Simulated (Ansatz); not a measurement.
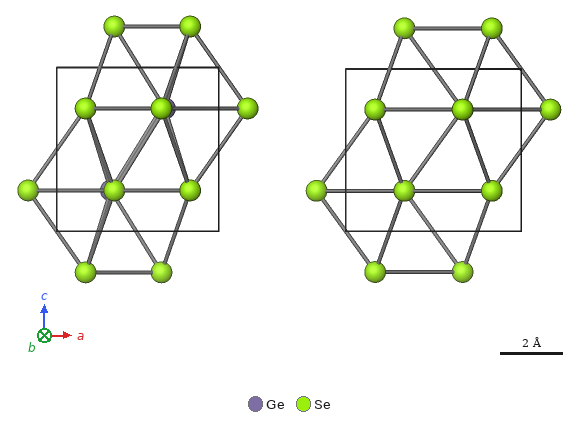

Two geometries of solid GeSe₃ (built on the Ni3Sn (D0_19)_194 type) (coarse preliminary run), drawn at one scale. One is the start of a relaxation, the other its converged end. Style: ball-and-stick. Shown: the cell of the calculation, along the b axis.

Level of theory: Ansatz, DFT PBE, scalar-relativistic, plane waves, PAW. (plane-wave cutoff 420 eV; k-point mesh 3 × 3 × 4; occupations gaussian; smearing width 0.1 eV; no spin polarisation; cell and atoms relaxed; force threshold 0.04 eV/Å; at most 70 steps)

**Which one is relaxed?**

The left one is the relaxed one. Case: Ni3Sn (D0_19) type (P6_3/mmc, No. 194). After 5 accepted moves (6 points after the start) the energy has fallen by 144 meV per atom. The largest force component goes from 0.52 to 0.022 eV/Å. Pressure: −7.39 GPa at the start and −0.10 GPa at the end. The SCF was repeated once at an unchanged geometry on a basis and grid sized afresh for the cell, which shifted the energy by 0.3 meV per atom at most. The largest moves relative to the cell, 0.11 Å, are those of Se atoms. Ge stays in place. The volume changes by −13.7 %, with a = b 6.546 → 6.052 Å (−7.5 %), c 5.254 → 5.302 Å (+0.9 %). Some distances before and after: Se–Se 3.267 → 2.833 Å, Ge–Se 3.273 → 3.028 Å, Ge–Se 3.234 → 3.115 Å, Se–Se 3.280 → 3.219 Å. The space group stays P6_3/mmc (No. 194). Cost: 67 s on 1 thread of Intel(R) Xeon(R) Platinum 8259CL CPU @ 2.50GHz (Skylake/Cascade Lake), on a shared host, peak memory 0.56 GiB.
